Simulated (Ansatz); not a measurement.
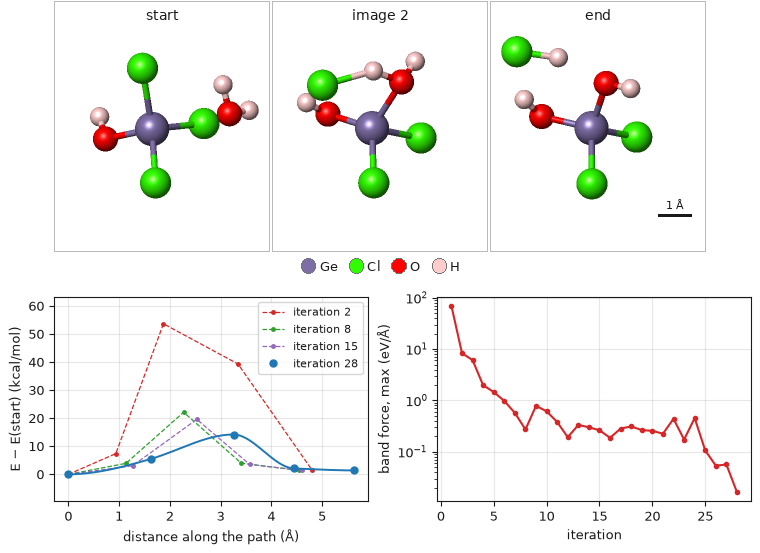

A search for the minimum-energy path of GeH₃O₂Cl₃, made up at the start of GeHOCl$_{3}$ and H₂O by the nudged elastic band. Images are numbered from 0 (start) to 4 (end). The plot follows the band through its iterations. The picture is a ball-and-stick view, seen at a tilt.

Level of theory: Ansatz 0.2.0, RKS PBE0/def2-SVP. Set-up: 3 movable images; climbing image; force threshold 0.05 eV/Å; iteration limit 60; starting path through a guess of the saddle point.

Question: Judge this run.

Answer: The run is converged, with reservations. The band converged in 28 iterations. The largest component of the band force went from 69 to 0.016 eV/Å. The climbing image converged on the top of the path. Its curvatures weren't checked. So few images resolve the path coarsely. The first iteration put the highest image at 322.3 kcal/mol. The energy climbs by 14.2 kcal/mol to image 2 and then falls by 12.8 kcal/mol, so the end point sits at +1.4 kcal/mol.

Limits of the set-up: the start holds two separate molecules, 2.7 Å apart at their closest, whose relative position is a soft coordinate and is computed without a dispersion correction.

Cost: 3.9 min on 4 threads of Arm Neoverse V1, on a shared host, peak memory 0.41 GiB.
